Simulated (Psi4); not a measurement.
# BPH6 (SMILES [BH3-][PH3+]), step by step

Wanted: a structure relaxation (singlet BPH6, r2SCAN/6-311G**), then a single-point energy (doublet [BPH6]+, U-r2SCAN/6-311G**), then a structure relaxation (doublet [BPH6]+, U-r2SCAN/6-311G**), then a single-point energy (singlet BPH6, r2SCAN/6-311G**) of BH6P. 

Program for the calculation: Psi4 1.11.

## 1. Starting point

BPH6 has 8 atoms, charge 0, and is taken as a singlet. As SMILES, `[BH3-][PH3+]`. All atoms were displaced at random from a relaxed shape. The run starts from this shape.

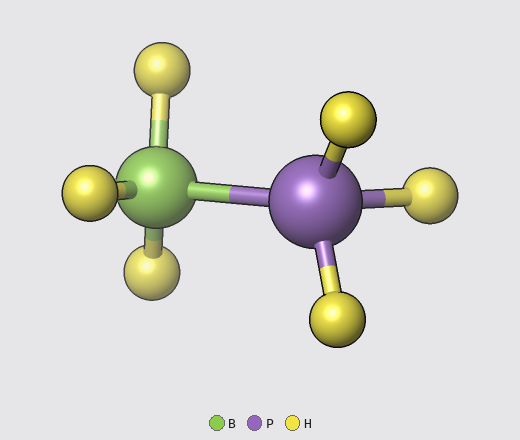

The structure, seen from a chosen angle (boron green, phosphorus purple, hydrogen yellow).

## 2. A geometry optimisation at r2SCAN/6-311G(d,p) (density fitting) (run 1)

calc.py

```python
import psi4

psi4.set_memory(1600000000)
psi4.set_num_threads(1)
psi4.set_output_file('run.log', False)

molecule = psi4.geometry("""
0 1
B     -0.564727     0.255715    -0.867338
P      0.501499    -0.196151     0.647101
H     -1.693190     0.414218    -0.466007
H     -0.267703    -0.725301    -1.645436
H     -0.058317     1.138216    -1.238190
H      0.373528     0.678322     1.672288
H      1.793408    -0.449035     0.511516
H      0.162378    -1.353305     1.413458
""")

psi4.set_options(dict(basis='6-311G**'))

e_tot, wfn = psi4.optimize('r2scan', molecule=molecule, return_wfn=True)
print(f'r2scan energy: {e_tot:.10f} Eh')
molecule.save_xyz_file('final.xyz', False)
for k, v in sorted(psi4.core.scalar_variables().items()):
    print(f'{k:45s} {v:18.10f}')
```

On the command line:

```sh
$ python calc.py
```

run.log:

```text
[...]
  Running in c1 symmetry.
[...]
  Nuclear repulsion =   60.446799610595818
[...]
  Multiplicity = 1
[...]
  Nalpha       = 13
  Nbeta        = 13
[...]
    Number of basis functions: 80
[...]
   @DF-RKS iter   0:  -369.74132446726787   -3.69741e+02   1.06991e-04
[...]
   @DF-RKS iter   6:  -369.74282512179138   -1.30740e-12   2.90497e-09 DIIS
[...]
    Orbital Energies [Eh]
    ---------------------
    Doubly Occupied:
       1A    -76.803496     2A     -6.560805     3A     -6.524136
       4A     -4.668110     5A     -4.668107     6A     -4.664279
       7A     -0.671645     8A     -0.476478     9A     -0.415005
      10A     -0.414963    11A     -0.297360    12A     -0.277974
      13A     -0.277886
[...]
  @DF-RKS Final Energy:  -369.74282512179138
   => Energetics <=
    Nuclear Repulsion Energy =             59.2431237026053523
    One-Electron Energy =                -625.6561122729805220
    Two-Electron Energy =                 226.1505480964043500
    DFT Exchange-Correlation Energy =     -29.4803846478205038
    Empirical Dispersion Energy =           0.0000000000000000
    VV10 Nonlocal Energy =                  0.0000000000000000
    Total Energy =                       -369.7428251217913839
[...]
 Multipole Moments:
 ------------------------------------------------------------------------------------
     Multipole            Electronic (a.u.)      Nuclear  (a.u.)        Total (a.u.)
 ------------------------------------------------------------------------------------
 L = 1.  Multiply by 2.5417464519 to convert [e a0] to [Debye]
 Dipole X            :          1.1135404           -0.2519250            0.8616154
 Dipole Y            :         -0.4843906            0.1129297           -0.3714608
 Dipole Z            :          1.7736222           -0.4142659            1.3593563
 Magnitude           :                                                    1.6517305
[...]
  -Total Gradient:
     Atom            X                  Y                   Z
    ------   -----------------  -----------------  -----------------
       1       -0.000004086072     0.000021200875    -0.000034127181
       2       -0.000045216173    -0.000038333091    -0.000013780151
       3        0.000000438906     0.000013597875    -0.000078680939
       4       -0.000008953695     0.000006535303     0.000034963353
       5       -0.000009657955    -0.000004640583     0.000027462439
       6       -0.000007348989     0.000015591573     0.000026840039
       7       -0.000008753890     0.000008927573    -0.000077948010
       8        0.000021867304     0.000009089829     0.000024291679
[...]
```

Standard output:

```text
Optimizer: Optimization complete!
r2scan energy: -369.7428251218 Eh
CURRENT ENERGY                                   -369.7428251218
CURRENT REFERENCE ENERGY                         -369.7428251218
DD SOLVATION ENERGY                                 0.0000000000
DFT FUNCTIONAL TOTAL ENERGY                      -369.7428251218
DFT TOTAL ENERGY                                 -369.7428251218
DFT VV10 ENERGY                                     0.0000000000
DFT XC ENERGY                                     -29.4803846478
GRID ELECTRONS ALPHA                               12.9999977319
GRID ELECTRONS BETA                                12.9999977319
GRID ELECTRONS TOTAL                               25.9999954638
NUCLEAR REPULSION ENERGY                           59.2431237026
ONE-ELECTRON ENERGY                              -625.6561122730
OPTIMIZATION ITERATIONS                             7.0000000000
PCM POLARIZATION ENERGY                             0.0000000000
PE ENERGY                                           0.0000000000
SCF ITERATION ENERGY                             -369.7428251218
SCF ITERATIONS                                      6.0000000000
SCF TOTAL ENERGY                                 -369.7428251218
TWO-ELECTRON ENERGY                               226.1505480964
XC GRID RADIAL POINTS                              75.0000000000
XC GRID SPHERICAL POINTS                          302.0000000000
XC GRID TOTAL POINTS                           173884.0000000000
```

Run time: 46 s. Hardware: 1 thread of Intel Xeon 6975P-C (Granite Rapids), shared host; peak memory 1.1 GiB.

Step by step:

| step | energy from the first frame kept (eV) | largest force (eV/Å) |
| --- | --- | --- |
| 0 | 0.0000 | 4.0367 |
| 1 | -0.4845 | 0.8579 |
| 2 | -0.5194 | 0.1840 |
| 3 | -0.5230 | 0.1048 |
| 4 | -0.5237 | 0.0401 |
| 5 | -0.5237 | 0.0127 |
| 6 | -0.5237 | 0.0041 |

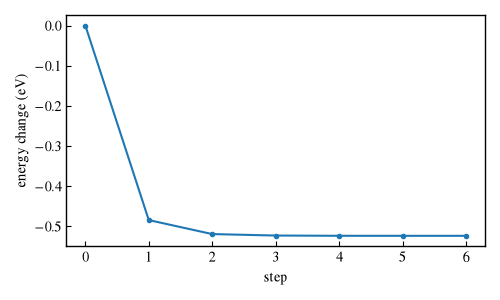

Energy along the run.

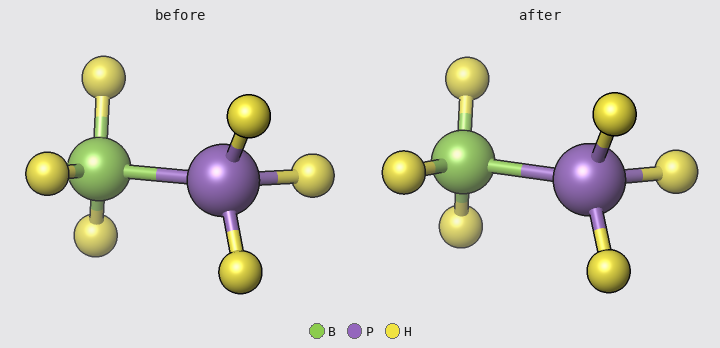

Before and after, at one scale.

After the run. Bond lengths: B1–P2 1.926 Å, B1–H3 1.208 Å, B1–H4 1.208 Å, B1–H5 1.208 Å, P2–H6 1.413 Å, P2–H7 1.413 Å, P2–H8 1.413 Å. Some angles: B1–P2–H6 118.3°, B1–P2–H7 118.0°, B1–P2–H8 118.3°, P2–B1–H3 104.1°, P2–B1–H4 103.8°, P2–B1–H5 103.8°, H6–P2–H7 99.5°, H6–P2–H8 99.5°, H7–P2–H8 99.5°, H3–B1–H4 114.4°.

## 3. The doublet cation: a single-point energy at U-r2SCAN/6-311G(d,p) (density fitting) (run 2)

calc.py

```python
import psi4

psi4.set_memory('1600 MB')
psi4.set_num_threads(1)
psi4.core.set_output_file('bh6p.out', False)

geom = psi4.geometry("""
1 2
B     -0.98854786     0.44924459    -1.73368199
P      0.90968770    -0.36910320     1.26096511
H     -3.13474573     0.67411255    -0.98832298
H     -0.64793040    -1.34581192    -3.10337438
H     -0.03628463     2.39037883    -2.46847743
H      0.91106342     1.38396738     3.27551142
H      3.53968002    -0.75634587     1.00999436
H      0.26340703    -2.58428362     2.60496479
units bohr
""")

options = {'basis': '6-311G**', 'reference': 'uks'}
psi4.set_options(options)

result = psi4.energy("R2SCAN")
print(f'total energy {result:.8f} hartree = {result * 27.211386:.5f} eV')
```

On the command line:

```sh
$ python calc.py
```

bh6p.out:

```text
[...]
  Running in c1 symmetry.
[...]
  Nuclear repulsion =   59.243125835875098
[...]
  Multiplicity = 2
[...]
  Nalpha       = 13
  Nbeta        = 12
[...]
    Number of basis functions: 80
[...]
   @DF-UKS iter   1:  -369.12371897198744    2.21926e-01   7.17913e-03 ADIIS/DIIS
[...]
   @DF-UKS iter  17:  -369.34408119766266   -6.97679e-09   8.29362e-07 DIIS
[...]
   @S^2 Observed:                7.581041814E-01
[...]
    Orbital Energies [Eh]
    ---------------------
    Alpha Occupied:
       1A    -77.025078     2A     -6.866384     3A     -6.747106
       4A     -4.890699     5A     -4.890185     6A     -4.888579
       7A     -0.898232     8A     -0.760947     9A     -0.639720
      10A     -0.629203    11A     -0.589242    12A     -0.560289
      13A     -0.559446
    Alpha Virtual:
      14A     -0.213665    15A     -0.208596    16A     -0.185526
      17A     -0.167676    18A     -0.108103    19A     -0.098329
      20A     -0.085487    21A     -0.025559    22A     -0.022732
      23A     -0.007908    24A      0.055205    25A      0.065474
[...]
  @DF-UKS Final Energy:  -369.34408119766266
   => Energetics <=
    Nuclear Repulsion Energy =             59.2431258358750981
    One-Electron Energy =                -619.3013722352868626
    Two-Electron Energy =                 219.8905591743306331
    DFT Exchange-Correlation Energy =     -29.1763939725814581
    Empirical Dispersion Energy =           0.0000000000000000
    VV10 Nonlocal Energy =                  0.0000000000000000
    Total Energy =                       -369.3440811976626605
[...]
 Multipole Moments:
 ------------------------------------------------------------------------------------
     Multipole            Electronic (a.u.)      Nuclear  (a.u.)        Total (a.u.)
 ------------------------------------------------------------------------------------
 L = 1.  Multiply by 2.5417464519 to convert [e a0] to [Debye]
 Dipole X            :          0.2543649           -0.2519267            0.0024382
 Dipole Y            :         -0.1336303            0.1129299           -0.0207004
 Dipole Z            :          0.5318647           -0.4142656            0.1175991
 Magnitude           :                                                    0.1194320
[...]
```

The script printed:

```text
total energy -369.34408120 hartree = -10050.36436 eV
```

Run time: 17 s. Hardware: 1 thread of Intel Xeon 6975P-C (Granite Rapids), shared host; peak memory 1.1 GiB.

## 4. The doublet cation: a geometry optimisation at U-r2SCAN/6-311G(d,p) (density fitting) (run 3)

bh6p.dat

```
memory 1600 mb

molecule {
  1 2
  B     -0.523117     0.237730    -0.917425
  P      0.481386    -0.195321     0.667274
  H     -1.658836     0.356725    -0.522998
  H     -0.342870    -0.712173    -1.642235
  H     -0.019201     1.264934    -1.306262
  H      0.482114     0.732364     1.733326
  H      1.873118    -0.400241     0.534466
  H      0.139389    -1.367544     1.378488
  symmetry c1
}

set reference uks

energy_value, wavefunction = optimize("r2scan/6-311G**", return_wfn=True)
print_variables()
```

On the command line:

```sh
$ psi4 -i bh6p.dat -o bh6p.out -n 1
```

bh6p.out:

```text
[...]
  Running in c1 symmetry.
[...]
  Nuclear repulsion =   59.243125805090131
[...]
  Multiplicity = 2
[...]
  Nalpha       = 13
  Nbeta        = 12
[...]
    Number of basis functions: 80
[...]
   @DF-UKS iter   1:  -369.12371896916818    2.21926e-01   7.17913e-03 ADIIS/DIIS
[...]
   @DF-UKS iter   6:  -369.39061075471807   -3.01270e-12   8.29113e-09 DIIS
[...]
   @S^2 Observed:                7.559001193E-01
[...]
  @DF-UKS Final Energy:  -369.39061075471807
   => Energetics <=
    Nuclear Repulsion Energy =             58.6375876432796588
    One-Electron Energy =                -618.1987129281912985
    Two-Electron Energy =                 219.3453579596835255
    DFT Exchange-Correlation Energy =     -29.1748434294899148
    Empirical Dispersion Energy =           0.0000000000000000
    VV10 Nonlocal Energy =                  0.0000000000000000
    Total Energy =                       -369.3906107547180682
[...]
 Multipole Moments:
 ------------------------------------------------------------------------------------
     Multipole            Electronic (a.u.)      Nuclear  (a.u.)        Total (a.u.)
 ------------------------------------------------------------------------------------
 L = 1.  Multiply by 2.5417464519 to convert [e a0] to [Debye]
 Dipole X            :          0.9637193           -1.1394556           -0.1757362
 Dipole Y            :         -0.3419651            0.3621714            0.0202063
 Dipole Z            :          1.0879316           -1.0384580            0.0494735
 Magnitude           :                                                    0.1836822
[...]
  -Total Gradient:
     Atom            X                  Y                   Z
    ------   -----------------  -----------------  -----------------
       1       -0.000065953464    -0.000024397688     0.000188635243
       2       -0.000011049460     0.000000013853    -0.000008032144
       3       -0.000083759121     0.000014757560     0.000003848562
       4       -0.000074295074     0.000017236039    -0.000017650968
       5       -0.000076869041     0.000014616661    -0.000017157323
       6       -0.000024307219     0.000015785197    -0.000002662129
       7       -0.000039653883     0.000010717579    -0.000021369485
       8       -0.000027930712    -0.000002850943    -0.000006427405
[...]
```

The script printed:

```text
Optimizer: Optimization complete!
```

It took 1.9 min on 1 thread of Intel Xeon 6975P-C (Granite Rapids), shared host; peak memory 1.1 GiB.

Steps, from the record of the run:

| step | energy from the first frame kept (eV) | largest force (eV/Å) |
| --- | --- | --- |
| 0 | 0.0000 | 2.6537 |
| 1 | -0.7792 | 1.2865 |
| 2 | -1.1570 | 0.7539 |
| 3 | -1.2230 | 0.5423 |
| 4 | -1.2441 | 0.4096 |
| 5 | -1.2601 | 0.1408 |
| 6 | -1.2645 | 0.0911 |
| 7 | -1.2661 | 0.0207 |
| 8 | -1.2661 | 0.0148 |
| 9 | -1.2661 | 0.0104 |

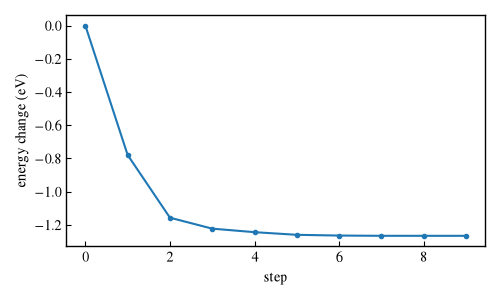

Energy along the run.

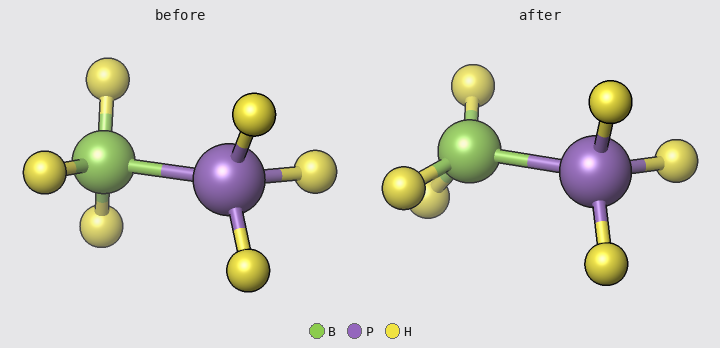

Before and after, at one scale.

After the run. Bond lengths: B1–P2 1.923 Å, B1–H3 1.261 Å, B1–H4 1.213 Å, B1–H5 1.213 Å, P2–H6 1.406 Å, P2–H7 1.406 Å, P2–H8 1.406 Å. Some angles: B1–P2–H6 114.3°, B1–P2–H7 110.3°, B1–P2–H8 114.3°, P2–B1–H3 130.7°, P2–B1–H4 111.4°, P2–B1–H5 111.4°, H6–P2–H7 105.3°, H6–P2–H8 106.5°, H7–P2–H8 105.3°, H3–B1–H4 82.5°.

## 5. A single-point energy at r2SCAN/6-311G(d,p) (density fitting) (run 4)

bh6p.xyz

```xyz
8
BH6P
B     -0.470707     0.229492    -0.919744
P      0.491504    -0.200602     0.689142
H     -1.696151     0.461503    -1.107943
H     -0.724633    -0.767041    -1.562776
H     -0.369502     1.406555    -1.194137
H      0.440606     0.797833     1.678199
H      1.858342    -0.376703     0.408164
H      0.081569    -1.395779     1.306553
```

job.py

```python
import psi4

psi4.set_memory(1600000000)
psi4.set_num_threads(1)
psi4.core.set_output_file('run.log', False)

with open('bh6p.xyz') as f:
    atoms = ''.join(f.readlines()[2:])
geom = psi4.geometry('0 1\n' + atoms + 'symmetry c1')

psi4.set_options(dict(basis='6-311G**'))

e, wfn = psi4.energy("R2SCAN", return_wfn=True)
print(f'total energy {e:.8f} hartree = {e * 27.211386:.5f} eV')
```

On the command line:

```sh
$ python job.py
```

run.log:

```text
[...]
  Running in c1 symmetry.
[...]
  Nuclear repulsion =   58.637585244411099
[...]
  Multiplicity = 1
[...]
  Nalpha       = 13
  Nbeta        = 13
[...]
    Number of basis functions: 80
[...]
   @DF-RKS iter   1:  -369.43377174879106   -8.91818e-02   8.23302e-03 ADIIS/DIIS
[...]
   @DF-RKS iter   9:  -369.68671319177861   -9.48523e-09   1.81243e-07 DIIS
[...]
    Orbital Energies [Eh]
    ---------------------
    Doubly Occupied:
       1A    -76.813214     2A     -6.560507     3A     -6.533477
       4A     -4.677616     5A     -4.677185     6A     -4.673747
       7A     -0.677061     8A     -0.472819     9A     -0.430972
      10A     -0.427839    11A     -0.331851    12A     -0.294203
      13A     -0.185076
[...]
  @DF-RKS Final Energy:  -369.68671319177861
   => Energetics <=
    Nuclear Repulsion Energy =             58.6375852444110990
    One-Electron Energy =                -624.2896139872062804
    Two-Electron Energy =                 225.4069837771804714
    DFT Exchange-Correlation Energy =     -29.4416682261638520
    Empirical Dispersion Energy =           0.0000000000000000
    VV10 Nonlocal Energy =                  0.0000000000000000
    Total Energy =                       -369.6867131917786082
[...]
 Multipole Moments:
 ------------------------------------------------------------------------------------
     Multipole            Electronic (a.u.)      Nuclear  (a.u.)        Total (a.u.)
 ------------------------------------------------------------------------------------
 L = 1.  Multiply by 2.5417464519 to convert [e a0] to [Debye]
 Dipole X            :          2.0398632           -1.1394550            0.9004083
 Dipole Y            :         -0.7705176            0.3621706           -0.4083471
 Dipole Z            :          2.5785811           -1.0384605            1.5401206
 Magnitude           :                                                    1.8301513
[...]
```

The script printed:

```text
total energy -369.68671319 hartree = -10059.68785 eV
```

It took 7.2 s on 1 thread of Intel Xeon 6975P-C (Granite Rapids), shared host; peak memory 1.1 GiB.

## 6. What came out

| quantity | value |
| --- | --- |
| run 1, r2SCAN/6-311G**: total energy at the end | -369.74283 Eh |
| run 1, r2SCAN/6-311G**: dipole moment | 4.20 D |
| run 1, r2SCAN/6-311G**: HOMO energy | -7.56 eV |
| run 1, r2SCAN/6-311G**: LUMO energy | 0.00 eV |
| run 1, r2SCAN/6-311G**: HOMO–LUMO gap | 7.56 eV |
| doublet cation, run 2: total energy | -369.34408 Eh |
| doublet cation, run 2: HOMO energy (highest over α and β) | -14.62 eV |
| doublet cation, run 2: LUMO energy (lowest over α and β) | -14.06 eV |
| doublet cation, run 2: ⟨S²⟩ | 0.758 |
| doublet cation, run 3: total energy at the end | -369.39061 Eh |
| doublet cation, run 3: HOMO energy (highest over α and β) | -13.28 eV |
| doublet cation, run 3: LUMO energy (lowest over α and β) | -11.04 eV |
| doublet cation, run 3: ⟨S²⟩ | 0.756 |
| run 4, r2SCAN/6-311G**: total energy | -369.68671 Eh |
| run 4, r2SCAN/6-311G**: dipole moment | 4.65 D |
| run 4, r2SCAN/6-311G**: HOMO energy | -5.04 eV |
| run 4, r2SCAN/6-311G**: LUMO energy | -0.27 eV |
| run 4, r2SCAN/6-311G**: HOMO–LUMO gap | 4.76 eV |
| adiabatic ionisation energy (to the doublet cation, no zero-point term) | 9.584 eV |

What this shows: The adiabatic ionisation energy (to the doublet cation, no zero-point term) is 9.58 eV (221 kcal/mol). The optimisation (run 1, r2SCAN/6-311G**) took 7 steps and changed the energy by -0.524 eV. The optimisation (doublet cation, run 3) took 10 steps and changed the energy by -1.266 eV.
